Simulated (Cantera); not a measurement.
Charge: 1 mol SiCl4, a varied amount of C2H4, 1.3 mol H2, held at 902 °C and 42000 Pa.

Method: chemical equilibrium by Gibbs-energy minimisation in Cantera with the NASA 1993 tables (ideal gas, pure condensed phases). Candidate condensed phases: C, C6H6, C7H8, C8H18, Si, SiC; 109 gas species. The tables' values for SiCl3 are old estimates; treat these amounts as uncertain. The numbers say what is thermodynamically allowed, not how fast it happens.

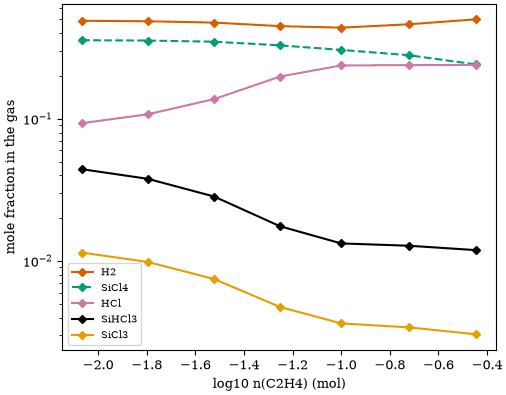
Fig. 1. Equilibrium gas composition (values under 1e-9 drawn at 1e-9)

From 0.0086 mol C2H4 to 0.056 mol C2H4 the condensed part is SiC(s). From 0.1 mol C2H4 to 0.36 mol C2H4 the condensed part is C(graphite) + SiC(s). The main Si-bearing gas is SiCl4 throughout. The share of Si in condensed phases is highest at 0.36 mol C2H4 (17.9 %) and lowest at 0.0086 mol C2H4 (1.7 %).
